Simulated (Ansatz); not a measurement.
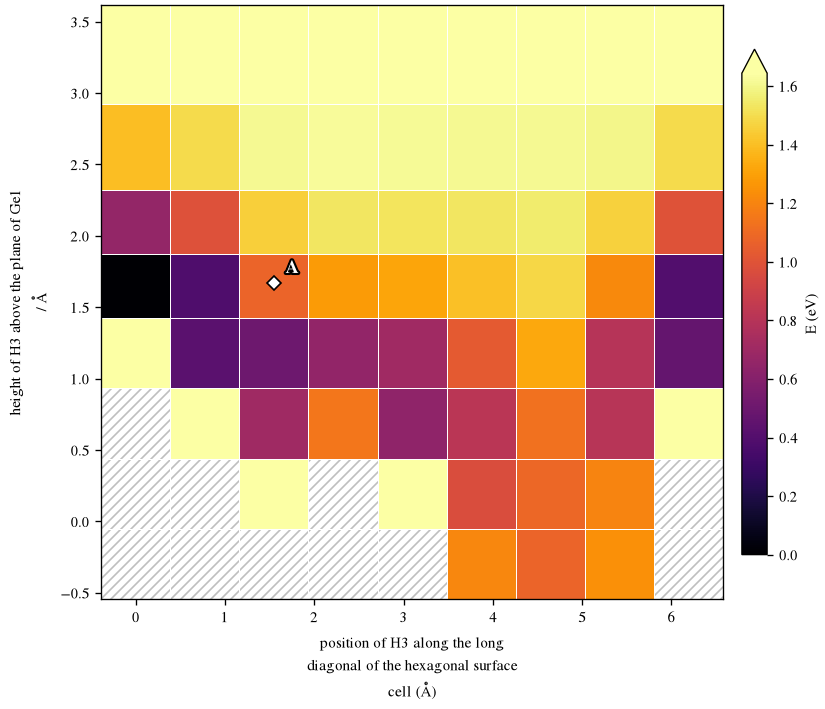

H on a two-dimensional sheet of Ge of the honeycomb type (2 atoms of substrate and one adsorbate in a 1 × 1 cell). H is moved along a line over the surface and along the normal, above a rigid substrate. Coordinates scanned: (1) position of H3 along the long diagonal of the hexagonal surface cell, from above Ge1; (2) height of H3 above the plane of Ge1. The grid has 9 × 8 points. At 11 points there is no value (left out of the scan, as a rule where atoms come close). Points are written as (first, second). Energies are in eV, from the lowest grid point. Energies and slopes of some neighbouring points disagree (a jump in structure or state, or too coarse a mesh). Computed with DFT PBE+D3(BJ), scalar-relativistic, plane waves, PAW (Ansatz). Settings: cutoff 420 eV, k-mesh 9×9×1, gaussian smearing 0.1 eV, spin-polarised.

Drawn: one coloured cell a grid point, one colour for all values above the top of the scale, hatched blanks where no value was computed, the point A.

**Which way does the force act at A, and how strong is it?**

A, at (1.55 Å, 1.67 Å), is not a stationary point. The computed force is 0.76 eV for each Å towards smaller values of the first coordinate and 1.2 eV for each Å towards smaller values of the second coordinate.

PAW datasets: the set soft_1.
